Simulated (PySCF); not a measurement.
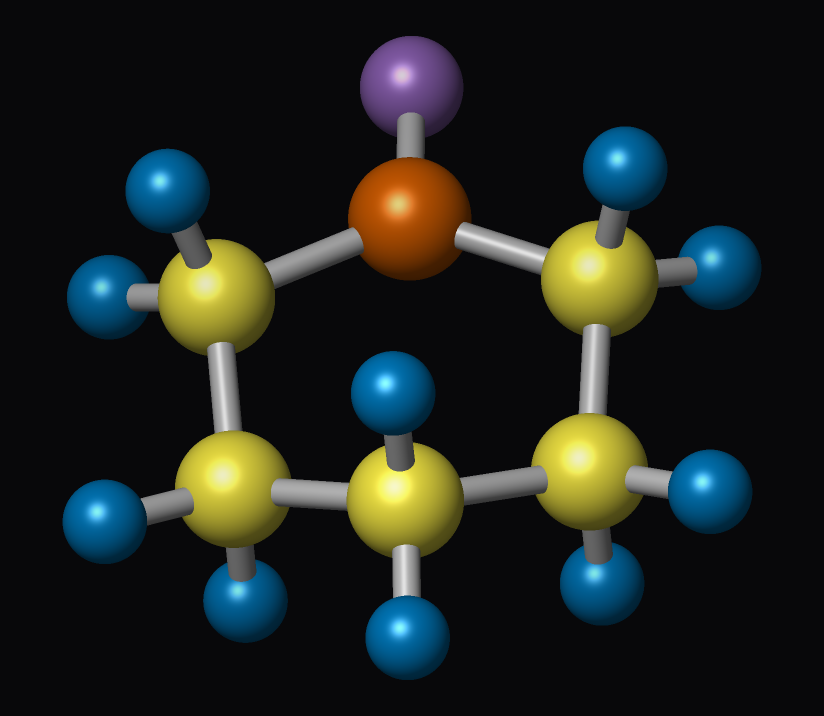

Colours: fluorine purple, boron orange, carbon yellow, hydrogen blue.

> Count the atoms of each element.

C5H10BF, 17 atoms: 5 carbon, 10 hydrogen, 1 boron and 1 fluorine.

> How many bonds of each kind are drawn?

10 C–H, 4 C–C, 2 C–B, 1 B–F.

> Write the SMILES.

FB1CCCCC1

> Which point group does it belong to?

Cs.

> Describe its rings.

Independent rings (smallest set): 1 of 6 members.

More results for the same structure follow; atom numbers are the same in all pictures, views and colours differ. The computed structure is the end point of a PBE0-D3(BJ)/def2-SVP optimisation. No frequency run is at hand to confirm it as a minimum.

**Shape**

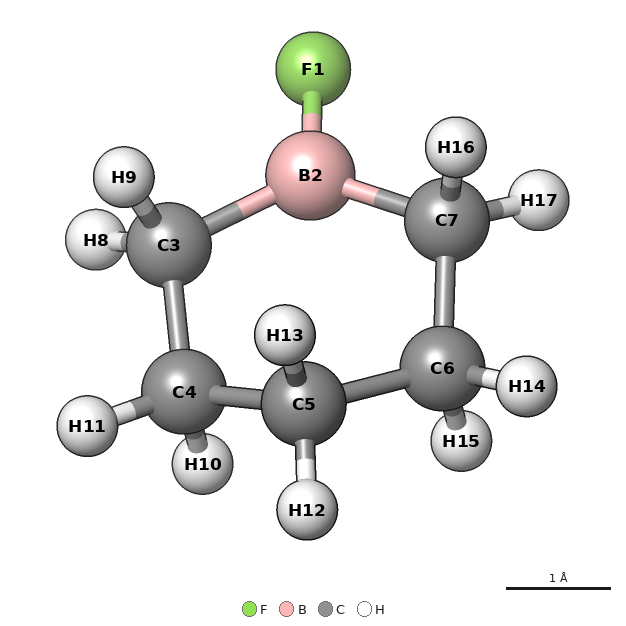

No frequency run is at hand to confirm it as a minimum.

List the bonds and their lengths. Leave out bonds to hydrogen.

| bond | length (Å) | order |
| --- | --- | --- |
| F1–B2 | 1.336 | single |
| B2–C3 | 1.567 | single |
| B2–C7 | 1.567 | single |
| C3–C4 | 1.532 | single |
| C4–C5 | 1.527 | single |
| C5–C6 | 1.527 | single |
| C6–C7 | 1.531 | single |

**Dipole moment**

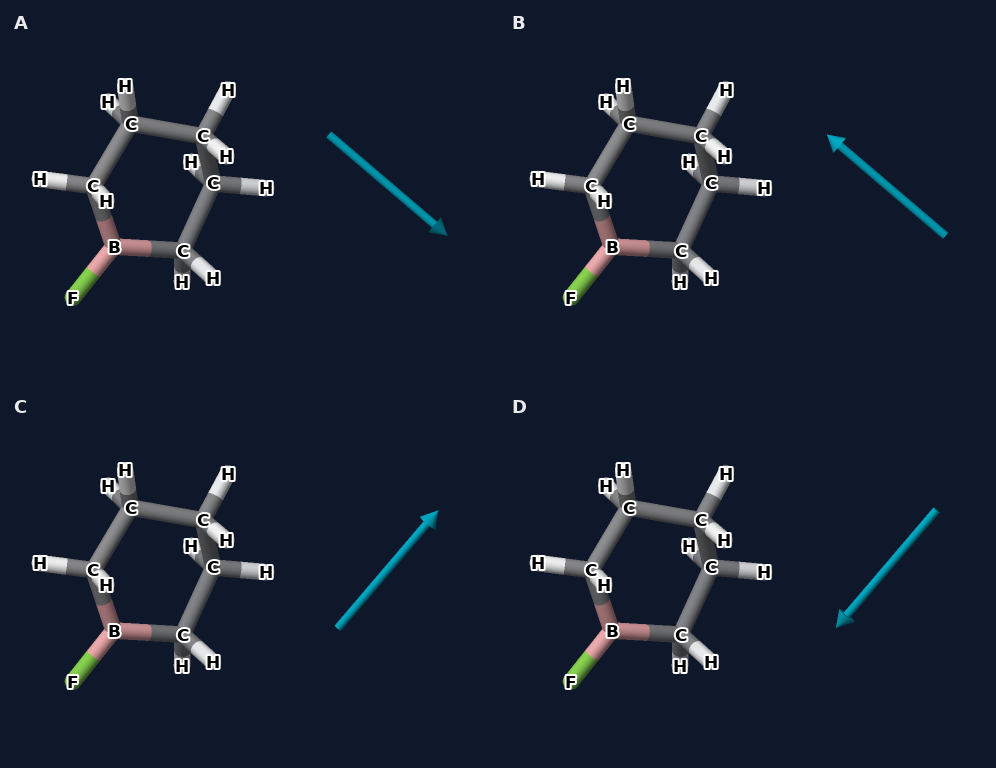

The same molecule four times, each with an arrow. No frequency run is at hand to confirm it as a minimum. Level of theory: B3LYP/def2-SVPD, gas phase (PySCF 2.14.0).

> Which arrow points along the dipole moment, from the negative to the positive end?

C. The dipole moment is 1.49 D.

**Ring current**

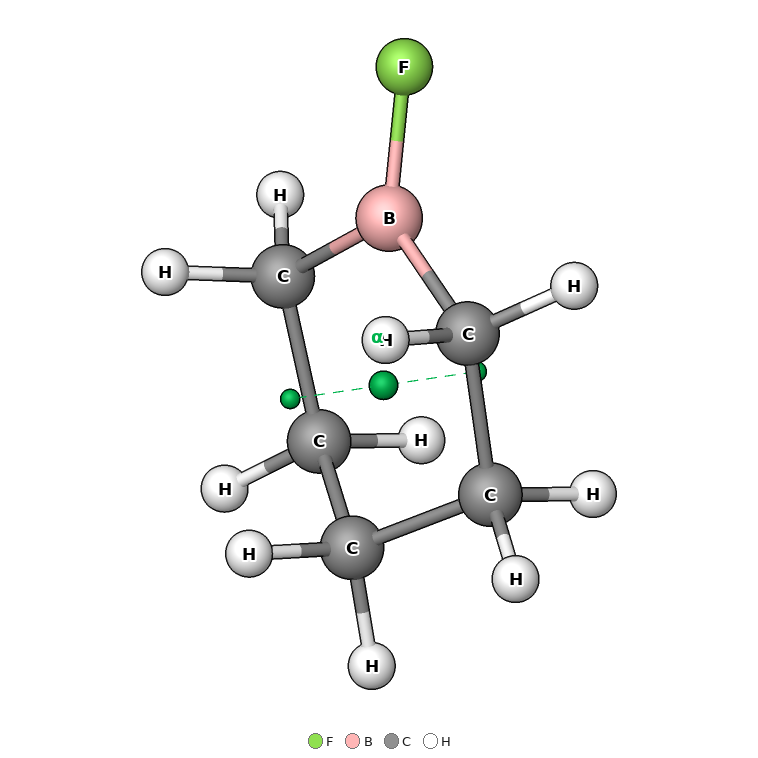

The small points mark where nucleus-independent chemical shifts (NICS) were computed: at the centre of each lettered ring and 1 Å above and below it. No frequency run is at hand to confirm it as a minimum. Level of theory: GIAO PBE0/pcSseg-1 NMR shielding, non-relativistic, IEF-PCM acetonitrile (PySCF 2.14.0).

Give NICS(0), NICS(1) and the out-of-plane component NICS(1)zz for each ring (means of the two sides).

```csv
ring,members,NICS(0),NICS(1),NICS(1)zz
α,C5B,0.6,−1.3,2.5
```

Values in ppm.

> What do the values say about the ring currents?

Ring α: weak, as in a non-aromatic ring. NICS is one index among several.

**Spin–spin coupling**

No frequency run is at hand to confirm it as a minimum. Method: B3LYP/pcJ-1 indirect spin-spin coupling, non-relativistic, gas phase (PySCF 2.14.0). Isotopes: 11B, 13C, 19F, 1H.

Give the spin–spin coupling constants of these pairs, with the number of bonds between them: F1/B2, B2/C3, B2/H8, B2/H16, F1/C4, F1/H9, F1/C6, B2/H15, B2/H14.

```
   pair  bonds apart  J (Hz)
 F1, B2            1  −175.5
 B2, C3            1    58.0
 B2, H8            2    −6.7
B2, H16            2    −6.5
 F1, C4            3     7.2
 F1, H9            3     3.0
 F1, C6            3     7.2
B2, H15            3     0.6
B2, H14            3     8.7
```

Density functionals are unreliable for couplings to fluorine, so those rows may be far off.

**Core levels**

No frequency run is at hand to confirm it as a minimum. Properties computed with delta-SCF UKS SCAN, pcX-2 on the ionised atom, pcseg-1 elsewhere, spin-free X2C (PySCF 2.14.0).

Give the core-electron binding energies (to vacuum) of F1 1s, B2 1s, C3 1s, C4 1s, C5 1s.

| atom | level | binding energy (eV) |
| --- | --- | --- |
| F1 | 1s | 692.6 |
| B2 | 1s | 197.1 |
| C3 | 1s | 290.1 |
| C4 | 1s | 290.5 |
| C5 | 1s | 290.5 |
